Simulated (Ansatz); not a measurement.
C2H2B (SMILES BC#[C-]) (charge −1)

```yaml
atoms:
  - { symbol: B, position_ang: [-0.2894, 0.3833, -0.3227] }
  - { symbol: C, position_ang: [0.4445, -0.5887, 0.4956] }
  - { symbol: C, position_ang: [1.0726, -1.4204, 1.1960] }
  - { symbol: H, position_ang: [-0.9672, 0.0500, -1.2737] }
  - { symbol: H, position_ang: [-0.2604, 1.5758, -0.0951] }
```

Geometry: PBE0-D4/def2-TZVPD.

These are results of Ansatz, RKS PBE0-D4/def2-TZVPPD, not measurements.

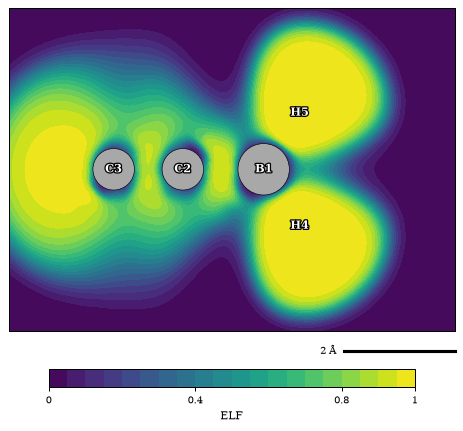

Figure 1. ELF on the molecular plane. Grey discs cover the atomic cores.

Q: Read the bonding off the picture.

A: The section cuts through B, C and H sites. C–C (1.26 Å): the ELF peaks at about 0.90 between the atoms; a multiple bond. C–B (1.47 Å): the ELF peaks at about 0.95 between the atoms (a covalent bond). B–H (1.21 Å): the ELF climbs to about 1 towards the hydrogen, as it does in any bond to H; an ordinary covalent bond to hydrogen. The ELF also peaks beside C3, away from the bonds: lone-pair regions.

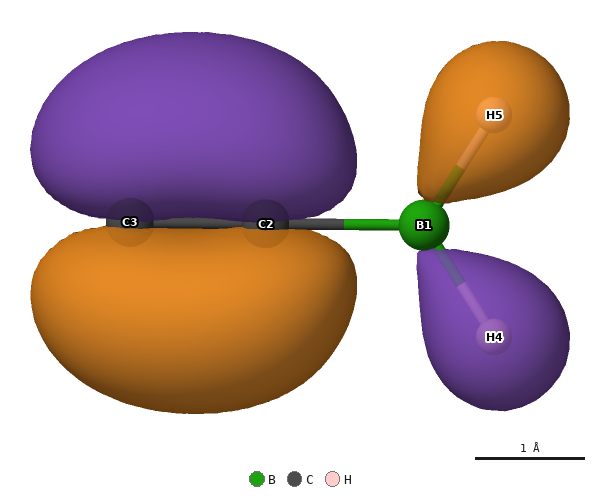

Figure 2. The HOMO at ±0.1 Å⁻³ᐟ² (orange and purple are the two phases), seen across its widest extent.

Q: What is the character of this orbital?

A: Its weight (Hirshfeld) is mainly on C3 (about 45 %), C2 (about 40 %) and B1 (about 5 %); it is symmetric in the molecular plane (an in-plane orbital: σ, lone-pair or in-plane π type). Its energy is −1.32 eV.

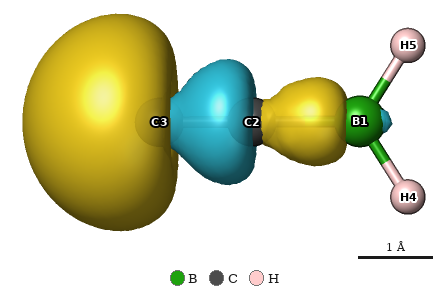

Figure 3. The HOMO−1 at ±0.1 Å⁻³ᐟ² (yellow and cyan are the two phases), seen across its widest extent.

Q: Where does this orbital lie, and at what energy?

A: By Hirshfeld shares it lies mainly on C3 (about 85 %) and C2 (about 15 %); it is symmetric in the molecular plane (an in-plane orbital: σ, lone-pair or in-plane π type). Its energy is −1.73 eV.
